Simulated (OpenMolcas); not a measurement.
# A ladder of methods for CH6GeSi (SMILES [CH2]1[SiH2][GeH2]1)

CH6GeSi has 9 atoms, charge 0, and is taken as a singlet. SMILES: `[CH2]1[SiH2][GeH2]1`. The shape is that of a PBE0-D4/def2-TZVP optimisation.

Quantity: the vertical energy of the triplet above the singlet, in eV. The values are calculated.

```json
{"level": "HF/cc-pVDZ", "kind": "Hartree–Fock", "program": "OpenMolcas", "value (eV)": "4.10", "CPU time (all runs)": "30 s"}
{"level": "SVWN5/cc-pVDZ", "kind": "LDA", "program": "OpenMolcas", "value (eV)": "4.24", "CPU time (all runs)": "98 s"}
{"level": "PBE/cc-pVDZ", "kind": "GGA", "program": "OpenMolcas", "value (eV)": "4.12", "CPU time (all runs)": "2.4 min"}
{"level": "M06-L/cc-pVDZ", "kind": "meta-GGA", "program": "OpenMolcas", "value (eV)": "4.41", "CPU time (all runs)": "3.4 min"}
{"level": "r2SCAN/cc-pVDZ", "kind": "meta-GGA", "program": "OpenMolcas", "value (eV)": "4.12", "CPU time (all runs)": "3.4 min"}
{"level": "B3LYP/cc-pVDZ", "kind": "global hybrid", "program": "OpenMolcas", "value (eV)": "4.25", "CPU time (all runs)": "2.4 min"}
{"level": "M06-2X/cc-pVDZ", "kind": "hybrid meta-GGA", "program": "OpenMolcas", "value (eV)": "4.23", "CPU time (all runs)": "3.4 min"}
{"level": "PBE0/cc-pVDZ", "kind": "global hybrid", "program": "OpenMolcas", "value (eV)": "4.21", "CPU time (all runs)": "2.2 min"}
```

All-electron rows without a relativistic Hamiltonian named are non-relativistic. The values span 4.10 to 4.41 eV. CPU times are rough (shared hosts, several kinds of processor and program).

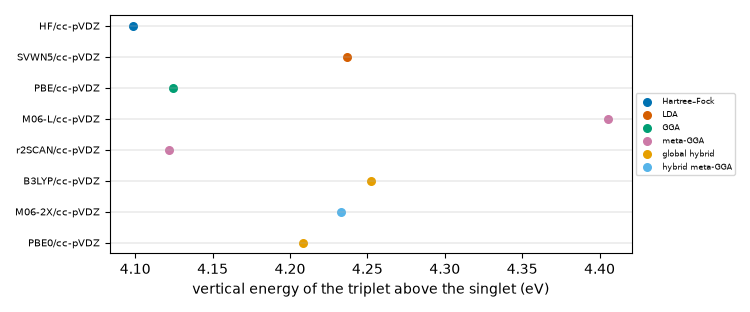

The values of the table, level by level.
